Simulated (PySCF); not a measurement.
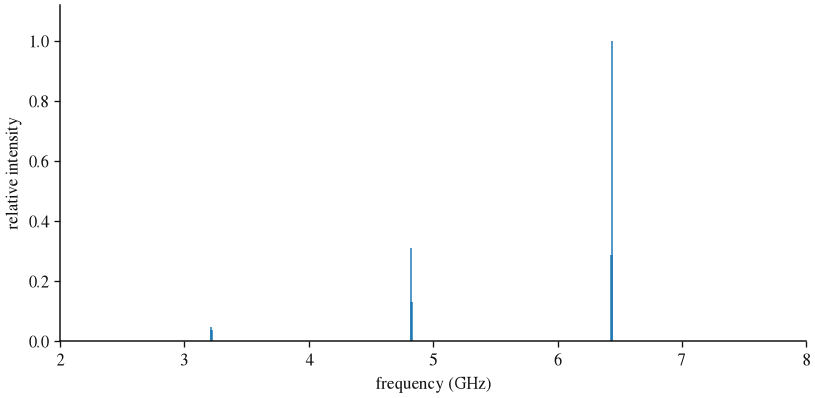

Simulated rotational absorption lines between 2 and 8 GHz at 2 K: rigid rotor with the equilibrium constants and dipole of one optimised conformer (PBE0-D3(BJ)/def2-SVP, PySCF 2.14.0), commonest isotopes; no centrifugal distortion, hyperfine structure, internal rotation or nuclear-spin weights; lines within 1 MHz of each other are summed.

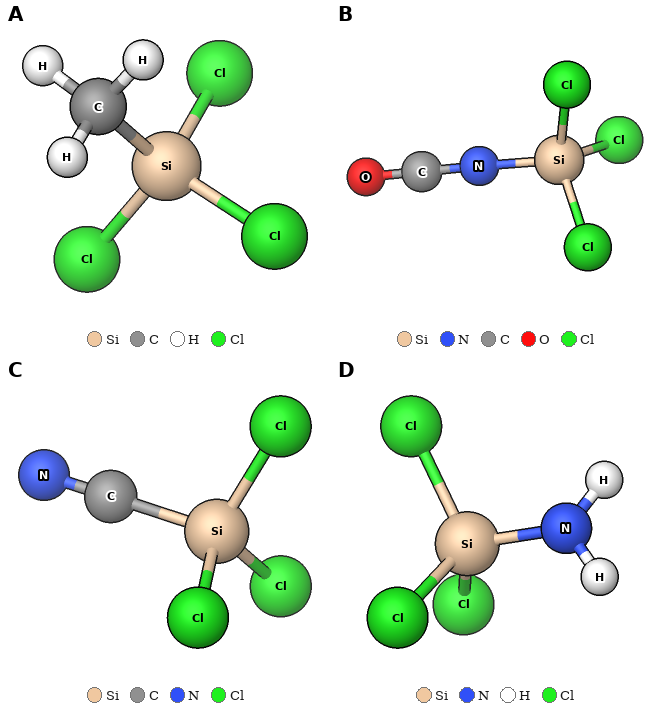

Question: Which molecule gives this spectrum? Choose among the lettered structures.

Answer: Structure B, CCl₃NOSi. Rotational constants A, B, C = 1.309, 0.8048, 0.8036 GHz, |μa|, |μb|, |μc| = 0.30, 0.00, 0.01 D.

Known limits of this run: coarse grid, loose stop and no frequency check, small forces are noise and the end may be a saddle.
